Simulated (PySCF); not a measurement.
# BNH6 (SMILES [BH3-][NH3+]): levels of theory compared

Aim: a comparison of 6 runs (HF/3-21G, B3LYP/def2-TZVP, TPSS/def2-TZVP, revPBE/def2-TZVP, wB97M-V/def2-TZVP, wB97X/def2-TZVP) of BNH6. Input form: a Python script.

The calculation is run with PySCF 2.14.0.

1 further run of the same task is left out (set aside as unsound or not needed). Runs told in other sessions of the task aren't counted.

**1. The system as given**

The species is BNH6 (8 atoms), meant as a singlet with charge 0. SMILES: `[BH3-][NH3+]`. The B1–H3 distance was set to 1.818 Å, away from the relaxed value. At this shape a bond of the SMILES string is far longer than usual.

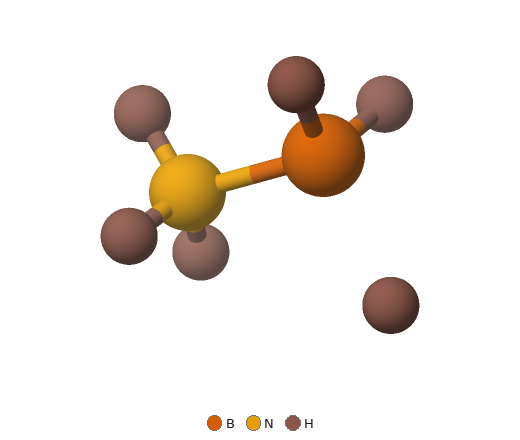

The structure, seen from a chosen angle (boron orange, nitrogen amber, hydrogen brown).

**2. The energy at HF/3-21G (run 1)**

Contents of run.py:

```python
from pyscf import gto, scf

mol = gto.M(
    atom='''
B     -0.247846     0.740367    -0.422624
N      0.149954     0.234467     1.084476
H     -0.078200    -0.728400    -1.481000
H     -1.389146     1.139267    -0.334424
H      0.547854     1.616167    -0.685624
H      0.084254     0.996567     1.751476
H      1.100054    -0.121733     1.108076
H     -0.470546    -0.506933     1.393276
''',
    spin=0,
    verbose=3,
    basis='3-21g',
    max_memory=1860,
)

hf = scf.RHF(mol)
hf.conv_tol = 1e-10
hf.kernel()
if not hf.converged:
    hf = hf.newton().run(hf.mo_coeff, hf.mo_occ)

energy = hf.e_tot
print(f'total energy: {energy:.8f} hartree')
```

The run is started by

```sh
$ OMP_NUM_THREADS=1 python run.py
```

The program printed:

```text
converged SCF energy = -82.1006376098217
total energy: -82.10063761 hartree
```

Wall time 0.71 s (1 thread of Arm Neoverse V1, shared host); peak memory 0.1 GiB.

**3. A single-point energy at B3LYP/def2-TZVP (run 2)**

Contents of input.xyz:

```xyz
8

B     -0.247846     0.740367    -0.422624
N      0.149954     0.234467     1.084476
H     -0.078200    -0.728400    -1.481000
H     -1.389146     1.139267    -0.334424
H      0.547854     1.616167    -0.685624
H      0.084254     0.996567     1.751476
H      1.100054    -0.121733     1.108076
H     -0.470546    -0.506933     1.393276
```

Contents of run.py:

```python
from pyscf import gto, dft

mol = gto.Mole()
mol.atom = 'input.xyz'
mol.verbose = 3
mol.basis = 'def2-tzvp'
mol.spin = 0
mol.max_memory = 1860
mol.charge = 0
mol.build()

mf = dft.RKS(mol, xc='b3lyp')
mf.conv_tol = 1e-10
mf.grids.level = 5
mf.kernel()
if not mf.converged:
    mf = mf.newton().run(mf.mo_coeff, mf.mo_occ)

e_final = mf.e_tot
print('Final energy', e_final)
```

The run is started by

```sh
$ OMP_NUM_THREADS=1 python run.py
```

The program printed:

```text
converged SCF energy = -83.1977293108739
Final energy -83.19772931087391
```

Run time: 14 s. Hardware: 1 thread of Arm Neoverse V1, shared host; peak memory 0.48 GiB.

Run 3 isn't shown in full; the table further down has it.

**4. A single-point energy at revPBE/def2-TZVP (run 4)**

Contents of input.py:

```python
from pyscf import gto, dft

mol = gto.M(
    atom=[
    ('B', (-0.247846, 0.740367, -0.422624)),
    ('N', (0.149954, 0.234467, 1.084476)),
    ('H', (-0.078200, -0.728400, -1.481000)),
    ('H', (-1.389146, 1.139267, -0.334424)),
    ('H', (0.547854, 1.616167, -0.685624)),
    ('H', (0.084254, 0.996567, 1.751476)),
    ('H', (1.100054, -0.121733, 1.108076)),
    ('H', (-0.470546, -0.506933, 1.393276)),
],
    verbose=4,
    max_memory=1860,
    basis='def2-tzvp',
)

mf = dft.RKS(mol, xc='revpbe')
mf.conv_tol = 1e-10
mf.grids.level = 5
mf.kernel()
if not mf.converged:
    mf = mf.newton().run(mf.mo_coeff, mf.mo_occ)

etot = mf.e_tot
print('E = %.10f Eh' % etot)
```

The run is started by

```sh
$ OMP_NUM_THREADS=1 python input.py
```

The program printed:

```text
PySCF version 2.14.0

[... 78 lines left out ...]
converged SCF energy = -83.1608170507045
E = -83.1608170507 Eh
```

It took 15 s on 1 thread of Arm Neoverse V1, shared host; peak memory 0.48 GiB.

Run 5 isn't shown in full; the table further down has it.

**5. The energy at wB97X/def2-TZVP (run 6)**

Contents of run.py:

```python
from pyscf import gto, dft

mol = gto.M(
    atom='''
B     -0.247846     0.740367    -0.422624
N      0.149954     0.234467     1.084476
H     -0.078200    -0.728400    -1.481000
H     -1.389146     1.139267    -0.334424
H      0.547854     1.616167    -0.685624
H      0.084254     0.996567     1.751476
H      1.100054    -0.121733     1.108076
H     -0.470546    -0.506933     1.393276
''',
    verbose=4,
    max_memory=1860,
    spin=0,
    basis='def2-tzvp',
)

ks = dft.RKS(mol, xc='wb97x')
ks.grids.level = 5
ks.conv_tol = 1e-10
ks.kernel()
if not ks.converged:
    ks = ks.newton().run(ks.mo_coeff, ks.mo_occ)

e_final = ks.e_tot
print(f'total energy: {e_final:.8f} hartree')
```

The run is started by

```sh
$ OMP_NUM_THREADS=1 python run.py
```

The program printed:

```text
PySCF version 2.14.0

[... 75 lines left out ...]
converged SCF energy = -83.160349015121
total energy: -83.16034902 hartree
```

Wall time 22 s (1 thread of Arm Neoverse V1, shared host); peak memory 0.48 GiB.

**6. Overview of the runs**

```
run              level  integration grid  nlc grid  energy (Eh)  dipole moment (D)  HOMO energy (eV)  LUMO energy (eV)  wall time
  1           HF/3-21G                 –         –   -82.100638               6.67             -8.79              5.31     0.71 s
  2    B3LYP/def2-TZVP                 5         –   -83.197729               6.11             -6.35             -0.57       14 s
  3     TPSS/def2-TZVP                 5         –   -83.207468               6.07             -5.56             -0.77       35 s
  4   revPBE/def2-TZVP                 5         –   -83.160817               6.04             -5.37             -0.98       15 s
  5  wB97M-V/def2-TZVP                 5         1   -83.123068               6.19             -8.68              1.20       70 s
  6    wB97X/def2-TZVP                 5         –   -83.160349               6.22             -8.92              1.91       22 s
```

**7. Summary of results**

| quantity | value |
| --- | --- |
| run 6: total energy | -83.16035 Eh |
| run 6: dipole moment | 6.22 D |
| run 6: HOMO energy | -8.92 eV |
| run 6: LUMO energy | 1.91 eV |
| run 6: HOMO–LUMO gap | 10.83 eV |

What this shows: The dipole moment (its size) runs from 6.04 D (revPBE/def2-TZVP) to 6.67 D (HF/3-21G). The two ends differ in method and basis. The HOMO–LUMO gap runs from 4.39 eV (revPBE/def2-TZVP) to 14.09 eV (HF/3-21G). Totals of different functionals can't be ranked against each other. In all runs a closed-shell determinant meets a far-stretched bond; if it breaks into open shells, such a determinant describes it badly, and no broken-symmetry solution was shown. All runs together took 2.6 min, the longest 70 s.
